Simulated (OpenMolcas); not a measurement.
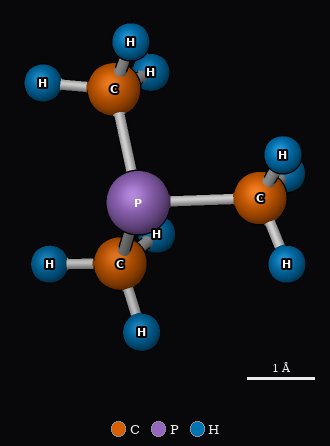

*The structure as given in the input (ball-and-stick view, seen at a tilt).*

## C3H9P: energy and gradient calculation (part 1 of 2)

C3H9P, SMILES CP(C)C, computed with PBE/6-31G*, RKS (OpenMolcas 26.06).

The geometry comes from this level: PBE0-D4/def2-TZVP.

Log
```
--- Start Module: gateway ---

                                              &GATEWAY

                       available to each process: 1.9 GB of memory, 1 thread

 Basis Set     1 Label: C.6-31GS
 Basis set is read from library:.
 basistype.tbl is not found

 Basis Set     2 Label: P.6-31GS
 Basis set is read from library:.
 basistype.tbl is not found

 Basis Set     3 Label: C.6-31GS
 Basis set is read from library:.
 basistype.tbl is not found

 Basis Set     4 Label: H.6-31GS
 Basis set is read from library:.
 basistype.tbl is not found

++    Symmetry information:
      ---------------------

                    Character Table for C1

                             E
                    a        1  x, y, xy, Rz, z, xz, Ry, yz, Rx, I
--

++    Basis set information:
      ----------------------

      Basis set label: C.6-31GS.........

      Electronic valence basis set:
      ------------------
      Associated Effective Charge   6.000000 au
      Associated Actual Charge      6.000000 au
      Nuclear Model: Point charge

      Shell  nPrim  nBasis  Cartesian Spherical Contaminant
         s      10       3        X
         p       4       2        X
         d       1       1                 X

      Basis set label: P.6-31GS.........

      Electronic valence basis set:
      ------------------
      Associated Effective Charge  15.000000 au
      Associated Actual Charge     15.000000 au
      Nuclear Model: Point charge

      Shell  nPrim  nBasis  Cartesian Spherical Contaminant
         s      16       4        X
         p      10       3        X
         d       1       1                 X

      Basis set label: C.6-31GS.........

      Electronic valence basis set:
      ------------------
      Associated Effective Charge   6.000000 au
      Associated Actual Charge      6.000000 au
      Nuclear Model: Point charge

      Shell  nPrim  nBasis  Cartesian Spherical Contaminant
         s      10       3        X
         p       4       2        X
         d       1       1                 X

      Basis set label: H.6-31GS.........

      Electronic valence basis set:
      ------------------
      Associated Effective Charge   1.000000 au
      Associated Actual Charge      1.000000 au
      Nuclear Model: Point charge

      Shell  nPrim  nBasis  Cartesian Spherical Contaminant
         s       4       2        X
--

++    Molecular structure info:
      -------------------------

                    ************************************************
                    **** Cartesian Coordinates / bohr, angstrom ****
                    ************************************************

     Center  Label                x              y              z                     x              y              z
        1      C1              -0.959584       2.692198      -1.096117             -0.507790       1.424650      -0.580040
        2      P2               1.216379      -0.013814      -1.242646              0.643680      -0.007310      -0.657580
        3      C3               2.248472      -0.089365       2.075165              1.189840      -0.047290       1.098130
        4      C4              -1.098743      -2.604987      -1.173293             -0.581430      -1.378500      -0.620880
        5      H5              -1.982549       2.852069      -2.881530             -1.049120       1.509250      -1.524840
        6      H6               0.120073       4.431899      -0.836204              0.063540       2.345260      -0.442500
        7      H7              -2.327349       2.517304       0.445106             -1.231580       1.332100       0.235540
        8      H8               0.655489      -0.064874       3.393702              0.346870      -0.034330       1.795870
        9      H9               3.366679      -1.791309       2.410856              1.781570      -0.947920       1.275770
       10      H10              3.457500       1.538804       2.458609              1.829630       0.814300       1.301040
       11      H11             -0.111947      -4.406293      -0.969996             -0.059240      -2.331710      -0.513300
       12      H12             -2.130723      -2.655632      -2.959954             -1.127530      -1.405300      -1.566340
       13      H13             -2.453696      -2.405999       0.376301             -1.298440      -1.273200       0.199130

                    ***************************************
                    *    InterNuclear Distances / bohr    *
                    ***************************************

               1 C1            2 P2            3 C3            4 C4            5 H5            6 H6
    1 C1       0.000000
    2 P2       3.475455        0.000000
    3 C3       5.299599        3.475456        0.000000
    4 C4       5.299575        3.475454        5.299499        0.000000
    5 H5       2.063908        4.596996        7.149993        5.786074        0.000000
    6 H6       2.063922        4.596895        5.783423        7.149609        3.331703        0.000000
    7 H7       2.068027        4.670447        5.512708        5.510586        3.361170        3.361146
    8 H8       5.510752        4.670432        2.068027        5.512437        7.405832        6.196753
    9 H9       7.149633        4.596886        2.063902        5.783442        8.842203        7.733833
   10 H10      5.785933        4.597014        2.063907        7.149900        7.735366        5.510373
   11 H11      7.150033        4.597028        5.786230        2.063928        7.735434        8.842250
   12 H12      5.783143        4.596895        7.149510        2.063905        5.510252        7.733660
   13 H13      5.512894        4.670438        5.510292        2.068027        6.203445        7.406167

               7 H7            8 H8            9 H9           10 H10          11 H11          12 H12
    7 H7       0.000000
    8 H8       4.925362        0.000000
    9 H9       7.406097        3.361118        0.000000
   10 H10      6.202913        3.361167        3.331694        0.000000
   11 H11      7.405857        6.203124        5.510821        7.735662        0.000000
   12 H12      6.196157        7.405670        7.733956        8.842078        3.331696        0.000000
   13 H13      4.925405        4.924694        6.196291        7.405384        3.361172        3.361134

              13 H13
   13 H13      0.000000

                    *******************************************
                    *    InterNuclear Distances / angstrom    *
                    *******************************************

               1 C1            2 P2            3 C3            4 C4            5 H5            6 H6
    1 C1       0.000000
    2 P2       1.839132        0.000000
    3 C3       2.804427        1.839132        0.000000
    4 C4       2.804414        1.839131        2.804374        0.000000
    5 H5       1.092173        2.432625        3.783613        3.061859        0.000000
    6 H6       1.092180        2.432572        3.060456        3.783410        1.763061        0.000000
    7 H7       1.094353        2.471494        2.917200        2.916077        1.778654        1.778642
    8 H8       2.916164        2.471486        1.094353        2.917056        3.918998        3.279180
    9 H9       3.783423        2.432567        1.092170        3.060466        4.679093        4.092568
   10 H10      3.061784        2.432635        1.092173        3.783564        4.093379        2.915964
   11 H11      3.783635        2.432642        3.061941        1.092184        4.093415        4.679117
   12 H12      3.060308        2.432572        3.783358        1.092171        2.915900        4.092477
   13 H13      2.917298        2.471489        2.915921        1.094353        3.282722        3.919175

               7 H7            8 H8            9 H9           10 H10          11 H11          12 H12
    7 H7       0.000000
    8 H8       2.606389        0.000000
    9 H9       3.919138        1.778627        0.000000
   10 H10      3.282440        1.778653        1.763056        0.000000
   11 H11      3.919011        3.282552        2.916201        4.093536        0.000000
   12 H12      3.278865        3.918912        4.092633        4.679026        1.763058        0.000000
   13 H13      2.606412        2.606036        3.278936        3.918760        1.778656        1.778636

              13 H13
   13 H13      0.000000

                    **************************************
                    *    Valence Bond Angles / degree    *
                    **************************************
                          Atom centers                 Phi
                      5 H5       1 C1       6 H6       107.63
                      5 H5       1 C1       7 H7       108.87
                      6 H6       1 C1       7 H7       108.87
                      8 H8       3 C3       9 H9       108.87
                      8 H8       3 C3      10 H10      108.87
                      9 H9       3 C3      10 H10      107.63
                     11 H11      4 C4      12 H12      107.63
                     11 H11      4 C4      13 H13      108.87
                     12 H12      4 C4      13 H13      108.87
--

            Nuclear Potential Energy            177.94867239 au

--- Stop Module: gateway /rc=_RC_ALL_IS_WELL_ ---

--- Start Module: seward ---

                                              &SEWARD

                       available to each process: 1.9 GB of memory, 1 thread

               SEWARD will generate:
                  Multipole Moment integrals up to order  2
                  Kinetic Energy integrals
                  Nuclear Attraction integrals (point charge)
                  One-Electron Hamiltonian integrals
                  Velocity integrals
                  Orbital angular momentum around (  0.5068  -0.0058  -0.5178 )
                  Velocity quadrupole around (  0.5068  -0.0058  -0.5178 )
                  Two-Electron Repulsion integrals

                   Integrals are discarded if absolute value <: 1.00E-14
                   Integral cutoff threshold is set to       <: 1.00E-16

            Nuclear Potential Energy            177.94867239 au

      Basis set specifications :
      Symmetry species         a
      Basis functions           78

--- Stop Module: seward /rc=_RC_ALL_IS_WELL_ ---
--- Module seward spent 1 second ---

--- Start Module: scf ---

                                                &SCF

                       available to each process: 1.9 GB of memory, 1 thread

 ###############################################################################
 ###     Minimized-density-differences option turned off!                    ###
 ###############################################################################
++    Input section:
      --------------

      Header of the integral files:

      Cartesian coordinates in angstrom:
      -----------------------------------------------------
      No.  Label        X            Y            Z
      -----------------------------------------------------
       1   C1        -0.50779000   1.42465000  -0.58004000
       2   P2         0.64368000  -0.00731000  -0.65758000
       3   C3         1.18984000  -0.04729000   1.09813000
       4   C4        -0.58143000  -1.37850000  -0.62088000
       5   H5        -1.04912000   1.50925000  -1.52484000
       6   H6         0.06354000   2.34526000  -0.44250000
       7   H7        -1.23158000   1.33210000   0.23554000
       8   H8         0.34687000  -0.03433000   1.79587000
       9   H9         1.78157000  -0.94792000   1.27577000
      10   H10        1.82963000   0.81430000   1.30104000
      11   H11       -0.05924000  -2.33171000  -0.51330000
      12   H12       -1.12753000  -1.40530000  -1.56634000
      13   H13       -1.29844000  -1.27320000   0.19913000
      -----------------------------------------------------
      Nuclear repulsion energy =  177.94867239
--

++    Orbital specifications:
      -----------------------

      Symmetry species               1
                                     a
      Frozen orbitals                0
      Occupied orbitals             21
      Secondary orbitals            57
      Deleted orbitals               0
      Total number of orbitals      78
      Number of basis functions     78
--

      Molecular charge                           0.000

      Numerical integration parameters
      --------------------------------
      Radial quadrature type:                         MHL
      Size of radial grid:                            99
      Lebedev angular grid:                           41
      Angular grid pruned with the crowding factor:  1.00E+10
                                 and fading factor:  1.00E+01
      Screening threshold for integral computation:   1.00E-11
      Radial quadrature accuracy:                     1.00E-25
      Maximum batch size:                             128
      AO values are stored on disk
      The same grid will be used for all iterations.

      DFT functional specifications
      -----------------------------
      Using Libxc version: 6.2.2
      Please cite the following reference:
      S. Lehtola, C. Steigemann, M. J.T. Oliveira, and M. A.L. Marques.,  SoftwareX 7, 1–5 (2018) doi:10.1016/j.softx.2017.11.002
```
